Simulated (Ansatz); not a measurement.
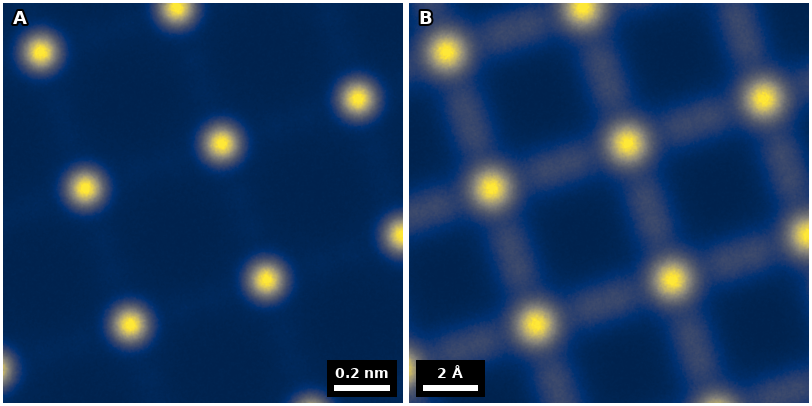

Two simulated images of the same area of TiIrC₆N₆ (Fm-3m, No. 225) along [001], with a probe of 1.06 Å. One is incoherent Z contrast (Z^1.8 per atom), the other the projected potential of neutral atoms blurred by the probe (iDPC-like, thin sample). Brightness is counted from the darkest point of the image. Shot noise was added. Structure: the end point of a relaxation with DFT PBE, scalar-relativistic, plane waves, PAW in Ansatz; the starting structure was generated, so it need not be a known form of this composition.

### Which panel is which, and how can one tell?

A is the Z-contrast image and B the potential image. The columns of 1 N + 1 C per repeat reach about 3 % of the brightest peak (1 Ir + 1 Ti + 2 N + 2 C) in A but about 21 % in B, mainly since the potential grows much more slowly with atomic number. The N + C columns show clearly in B alone.
